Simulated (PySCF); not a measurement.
F3H2OY (Y(F)3(H2O))

| atom | x (Å) | y (Å) | z (Å) |
| --- | --- | --- | --- |
| Y | 0.0012 | -0.1445 | 0.1445 |
| F | 0.8881 | 1.4338 | 1.0213 |
| F | -1.1585 | -1.3029 | 1.3029 |
| F | 0.8881 | -1.0213 | -1.4338 |
| O | -1.3329 | 1.2489 | -1.2489 |
| H | -1.4031 | 2.2015 | -1.1046 |
| H | -1.4031 | 1.1046 | -2.2015 |

Core potentials replace the inner electrons of Y.

The calculation used RKS PBE0, Y def2-SVP with ECP28, F def2-SVP, O def2-SVP, H def2-SVP; non-relativistic Hamiltonian with scalar-relativistic core potentials where named; density fitting (PySCF).

Q: Predict the electron density and electron localisation function between the atoms.

A: Y–F (2.01 Å): ρ is about 0.7 e/Å³ halfway; the ELF is about 0.20 at the midpoint (a largely ionic contact).
Y–O (2.38 Å): the density is about 0.3 e/Å³ at the midpoint; the ELF peaks at about 0.90 in the valence shell of O, 0.7 Å from its nucleus, and drops to about 0.10 between the two atoms (a closed-shell, largely ionic contact).
O–H (0.97 Å): the density is about 3.7 e/Å³ at the midpoint; the ELF climbs to about 1 towards the hydrogen, as it does in any bond to H (an ordinary covalent bond to hydrogen).

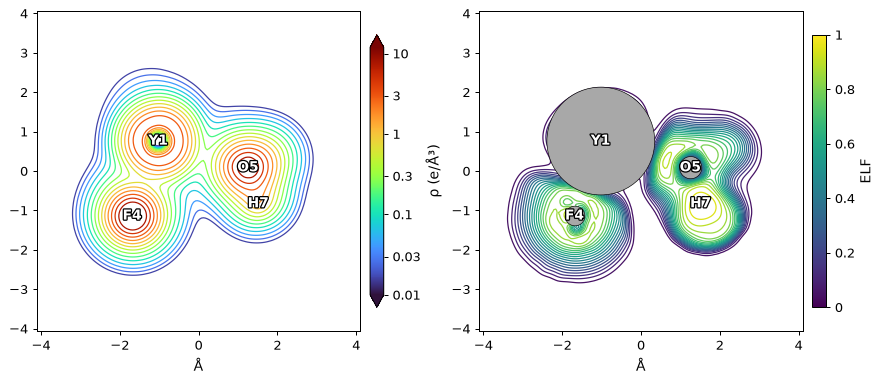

Computed electron density and electron localisation function on the plane of atoms F4, Y1 and O5, in this order. Grey discs cover the atomic cores in the ELF map. 
